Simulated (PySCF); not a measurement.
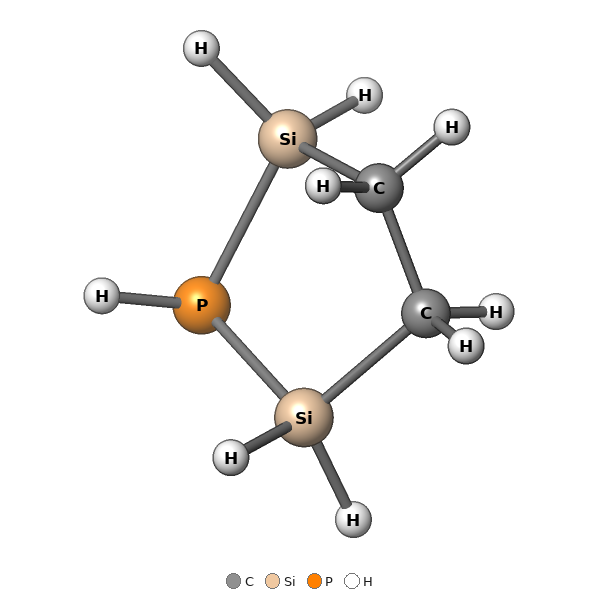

Computed geometry: GFN2-xTB optimisation. No frequency run is at hand to confirm it as a minimum. Level of theory: PBE0/pcSseg-1, gas phase (PySCF 2.14.0).

Question: What is the dipole moment?

Answer: 1.99 D.

Question: Estimate the HOMO energy (Kohn–Sham orbital).

Answer: −7.12 eV.

Question: Give the LUMO energy (Kohn–Sham orbital) at this level.

Answer: −0.29 eV.

The geometry is semi-empirical. Around P, Si such bond lengths and angles can be off by a tenth of an ångström or more and by several degrees, and values that hang on the shape move with them.
